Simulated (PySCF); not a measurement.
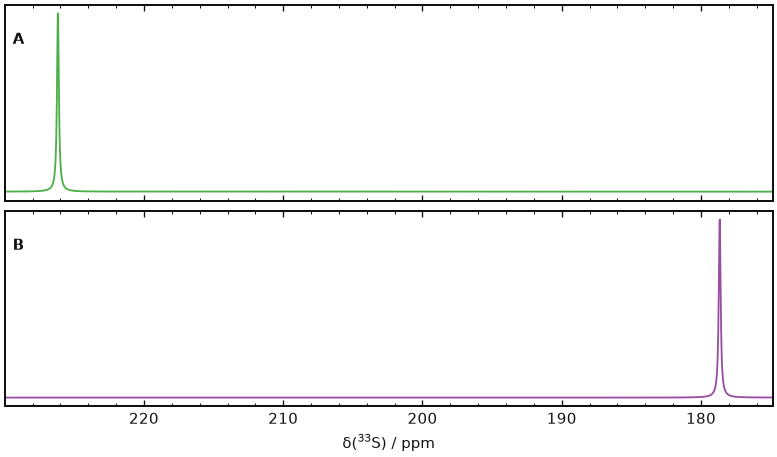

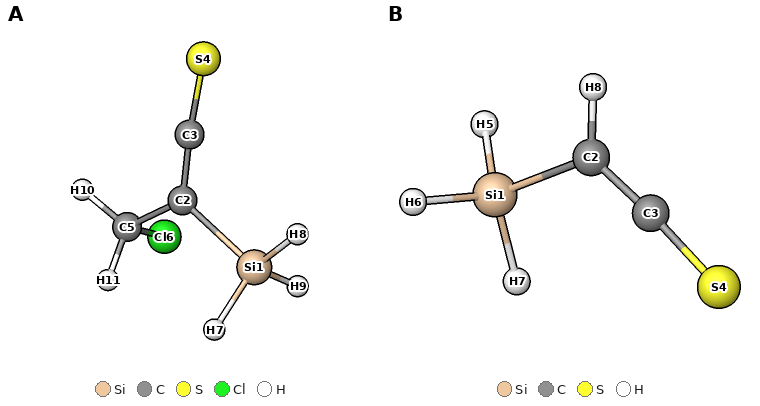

Related molecules: A is C₃H₅ClSSi, SMILES [SiH3]C(=C=S)CCl; B is C₂H₄SSi, SMILES [SiH3]C=C=S. GIAO ³³S shifts against CS₂, PBE0/pcSseg-1, PySCF 2.14.0, at a GFN2-xTB geometry (no frequency check); fully decoupled, line heights follow the number of nuclei within a panel, widths are arbitrary (no quadrupolar broadening); values of one conformer, averaged over nuclei that symmetry or rotation about single bonds exchange, these motions taken as fast; other conformers aren't averaged in.

How does the ³³S shift respond?

From A (226.2 ppm) to B (178.7 ppm) the nucleus is shielded by 47.5 ppm.

Limits of at least one run: the tight-binding geometry is rougher than a DFT one and adds to the error.
